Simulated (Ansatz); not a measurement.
# Fields on a plane of Sr3Ti2O7 (space group I4/mmm)

```xyz
12
Lattice="-1.9429 1.9429 10.1063 1.9429 -1.9429 10.1063 1.9429 1.9429 -10.1063" Properties=species:S:1:pos:R:3 pbc="T T T"
Sr     0.0000     0.0000     6.3824
Sr     0.0000     0.0000    13.8302
Sr     0.0000     0.0000    10.1063
Ti     0.0000     0.0000     1.9769
Ti     0.0000     0.0000    18.2357
O      1.9429     0.0000     8.1608
O      0.0000     1.9429     1.9455
O      0.0000     1.9429     8.1608
O      1.9429     0.0000     1.9455
O      0.0000     0.0000    16.2889
O      0.0000     0.0000     3.9237
O      0.0000     0.0000     0.0000
```

The slice is a (001) plane (indices of the conventional cell) through the point (0.684, 0.684, 0.000) (fractional), spanned by u = [101] and v = [011] in vectors of this cell: u (3.89 Å) and v (3.89 Å, at 90° to u). It covers one period; positions are fractions (u, v).

Atoms on it: Sr at (0.00, 0.00); O at (0.50, 0.50), 0.2 Å off the plane. Other atoms lie within 1 Å of the plane.

Computed with PBEsol (plane waves to 420 eV, PAW, scalar-relativistic; Ansatz, a program for electronic structure). k mesh 10×10×10. Inside the PAW spheres the values are not all-electron values, and peaks at nuclei hang on which shells count as valence. Sr3Ti2O7 is run without spin polarisation. Sr3Ti2O7 was relaxed with its symmetry unable to fall.

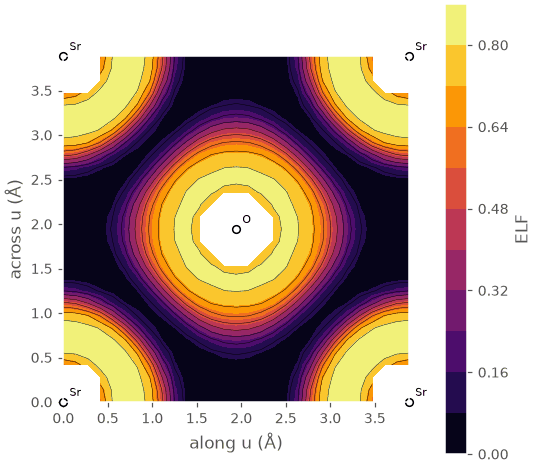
Figure. Electron localisation function (ELF), one period of the plane, atoms marked. Points within 0.4 Å of a nucleus are left white, as the pseudised field means little there.

```
|                            |
|                            |
|                            |
|                            |
|                            |
|                            |
|            .....           |
|          ...:::...         |
|         ..:-===-:..        |
|        ..-=+*#*+=-..       |
|        .:=*%@@@%*=:.       |
|       ..-+%@@@@@%+-..      |
|       .:=*@@#*#@@*=:.      |
|       .:=#@@*=*@@#=:.      |
|       .:=*@@#*#@@*=:.      |
|       ..-+%@@@@@%+-..      |
|        .:=*%@@@%*=:.       |
|        ..-=+*#*+=-..       |
|         ..:-===-:..        |
|          ...:::...         |
|            .....           |
|                            |
|                            |
|                            |
|                            |
|                            |
|                            |
|                            |
```
Scale: ten equal steps from 0.000 (start of ' ') to 0.099 (end of '@'), in the order ' .:-=+*#%@'. Values: density of the highest valence band (whole band, smooth part) in e/Å³. The map has 28 points along u (one character each, u = 0 at the left) and 28 along v (v = 0 in the bottom row). 

Element round which the density of the highest valence band (whole band, smooth part) is largest on this plane: O. Element round which the density of the lowest conduction band (whole band as if filled, smooth part) is largest on this plane: O.
